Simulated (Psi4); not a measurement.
**B3LYP/def2-TZVPD (ints tolerance 1e-08, sweep point 4) run of C2HClF2 (SMILES FC(F)=CCl)**

What is the vertical electron affinity of C2HClF2 at B3LYP/def2-TZVPD (ints tolerance 1e-08, sweep point 4)? 

The calculation is run with Psi4 1.11.

4 further runs of the same task are left out: 3 that didn't finish, 1 set aside as unsound or not needed.

### 1 The structure to begin with

C2HClF2 has 6 atoms, charge 0, and is taken as a singlet. SMILES: `FC(F)=CCl`. The shape is that of a PBE0-D4/def2-TZVP optimisation.

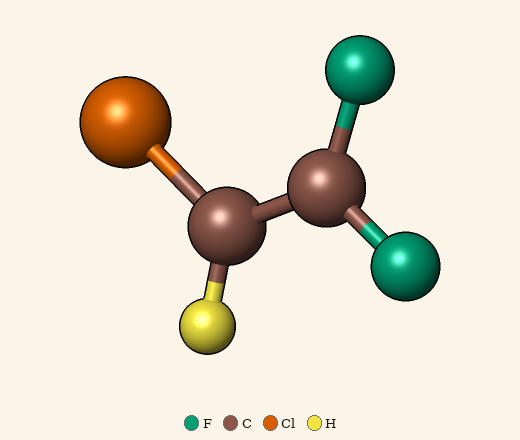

Viewed from a chosen angle; fluorine teal, carbon brown, chlorine orange, hydrogen yellow.

### 2 A single-point energy at B3LYP/def2-TZVPD (ints tolerance 1e-08, sweep point 4)

calc.inp

```
memory 1600 MB

molecule system {
  0 1
  F      0.901010    -0.810380     1.342040
  C      0.267650    -0.562200     0.220370
  F      0.192510    -1.632620    -0.522730
  C     -0.218360     0.626770    -0.086550
  Cl    -1.039010     0.926430    -1.552100
  H     -0.103800     1.452000     0.598970
  symmetry c1
}

set basis def2-TZVPD
set puream true
set scf_type direct
set dft_radial_points 99
set dft_spherical_points 590
set ints_tolerance 1e-08
set maxiter 60

energy('b3lyp')
```

On the command line:

```bash
$ psi4 calc.inp calc.out -n 1
```

calc.out:

```text
[...]
  Running in c1 symmetry.
[...]
  Nuclear repulsion =  213.574873883427927
[...]
  Multiplicity = 1
[...]
  Nalpha       = 24
  Nbeta        = 24
[...]
    Number of basis functions: 209
[...]
   @DF-RKS iter   1:  -736.61976227434457    1.99287e-02   3.26688e-03 ADIIS/DIIS
[...]
   @RKS iter  11:  -736.81025642301279   -1.30273e-07   3.42497e-07 DIIS
[...]
    Orbital Energies [Eh]
    ---------------------
    Doubly Occupied:
       1A   -101.549500     2A    -24.746736     3A    -24.745621
       4A    -10.364480     5A    -10.246537     6A     -9.481145
       7A     -7.243189     8A     -7.233968     9A     -7.233655
      10A     -1.321893    11A     -1.260986    12A     -0.902006
      13A     -0.779274    14A     -0.662429    15A     -0.611630
      16A     -0.556421    17A     -0.555035    18A     -0.480371
      19A     -0.477255    20A     -0.464994    21A     -0.445852
      22A     -0.384019    23A     -0.335098    24A     -0.267152
[...]
  @RKS Final Energy:  -736.81025642301279
   => Energetics <=
    Nuclear Repulsion Energy =            213.5748738834279266
    One-Electron Energy =               -1441.2400301206437234
    Two-Electron Energy =                 539.6166952316081051
    DFT Exchange-Correlation Energy =     -48.7617954174051533
    Empirical Dispersion Energy =           0.0000000000000000
    VV10 Nonlocal Energy =                  0.0000000000000000
    Total Energy =                       -736.8102564230127882
[...]
 Multipole Moments:
 ------------------------------------------------------------------------------------
     Multipole            Electronic (a.u.)      Nuclear  (a.u.)        Total (a.u.)
 ------------------------------------------------------------------------------------
 L = 1.  Multiply by 2.5417464519 to convert [e a0] to [Debye]
 Dipole X            :          0.5193128           -0.4645792            0.0547335
 Dipole Y            :         -2.3043429            2.5935583            0.2892154
 Dipole Z            :         -0.2455213            0.5147756            0.2692543
 Magnitude           :                                                    0.3989225
[...]
```

Wall time 90 s (1 thread of Intel Xeon Platinum 8488C (Sapphire Rapids), shared host); peak memory 1.2 GiB.

### 3 The doublet anion at the same level

calc.dat

```
memory 1.6 GB

molecule system {
  -1 2
  F      0.901010    -0.810380     1.342040
  C      0.267650    -0.562200     0.220370
  F      0.192510    -1.632620    -0.522730
  C     -0.218360     0.626770    -0.086550
  Cl    -1.039010     0.926430    -1.552100
  H     -0.103800     1.452000     0.598970
  symmetry c1
}

set {
  basis                def2-TZVPD
  reference            uks
  puream               true
  scf_type             direct
  dft_radial_points    99
  dft_spherical_points 590
  ints_tolerance       1e-08
  maxiter              100
}

e = energy("b3lyp")
```

On the command line:

```bash
$ psi4 calc.dat calc.out -n 1
```

calc.out:

```text
[...]
  Running in c1 symmetry.
[...]
  Nuclear repulsion =  213.574873883427927
[...]
  Multiplicity = 2
[...]
  Nalpha       = 25
  Nbeta        = 24
[...]
    Number of basis functions: 209
[...]
   @DF-UKS iter   1:  -736.33169647095917    3.07994e-01   4.40989e-03 ADIIS/DIIS
[...]
   @UKS iter  20:  -736.77354483050874   -1.25745e-07   8.81933e-07 DIIS
[...]
   @S^2 Observed:                7.500492659E-01
[...]
    Orbital Energies [Eh]
    ---------------------
    Alpha Occupied:
       1A   -101.403652     2A    -24.603777     3A    -24.603294
       4A    -10.218208     5A    -10.098308     6A     -9.335285
       7A     -7.097169     8A     -7.088078     9A     -7.087732
      10A     -1.179412    11A     -1.118865    12A     -0.756036
      13A     -0.633931    14A     -0.519851    15A     -0.469772
      16A     -0.414075    17A     -0.409881    18A     -0.337037
      19A     -0.335726    20A     -0.321681    21A     -0.302531
      22A     -0.238849    23A     -0.189561    24A     -0.121922
      25A      0.076429
    Alpha Virtual:
[...]
  @UKS Final Energy:  -736.77354483050874
   => Energetics <=
    Nuclear Repulsion Energy =            213.5748738834279266
    One-Electron Energy =               -1448.1287646375781151
    Two-Electron Energy =                 546.6238341244554704
    DFT Exchange-Correlation Energy =     -48.8434882008139937
    Empirical Dispersion Energy =           0.0000000000000000
    VV10 Nonlocal Energy =                  0.0000000000000000
    Total Energy =                       -736.7735448305087402
[...]
 Multipole Moments:
 ------------------------------------------------------------------------------------
     Multipole            Electronic (a.u.)      Nuclear  (a.u.)        Total (a.u.)
 ------------------------------------------------------------------------------------
 L = 1.  Multiply by 2.5417464519 to convert [e a0] to [Debye]
 Dipole X            :          1.3313378           -0.4645792            0.8667586
 Dipole Y            :         -3.6029410            2.5935583           -1.0093827
 Dipole Z            :          0.6488035            0.5147756            1.1635790
 Magnitude           :                                                    1.7674954
[...]
```

Run time: 3.9 min. Hardware: 1 thread of Intel Xeon Platinum 8488C (Sapphire Rapids), shared host; peak memory 1.2 GiB.

### 4 What came out

At B3LYP/def2-TZVPD (ints tolerance 1e-08, sweep point 4):

| quantity | value |
| --- | --- |
| singlet C2HClF2: total energy | -736.81026 Eh |
| singlet C2HClF2: dipole moment | 1.01 D |
| singlet C2HClF2: HOMO energy | -7.27 eV |
| singlet C2HClF2: LUMO energy | -0.22 eV |
| singlet C2HClF2: HOMO–LUMO gap | 7.04 eV |
| doublet anion: total energy | -736.77354 Eh |
| doublet anion: HOMO energy (highest over α and β) | 2.08 eV |
| doublet anion: LUMO energy (lowest over α and β) | 2.73 eV |
| doublet anion: ⟨S²⟩ | 0.750 |
| vertical electron affinity (to the doublet anion) | -0.999 eV |

**Reading.** The anion lies 1.00 eV (96.4 kJ/mol) above the neutral: the electron isn't bound at this level, and such a value depends on the basis. The HOMO (doublet anion) lies at positive energy, 2.08 eV; only total energies tell whether the electron is bound.
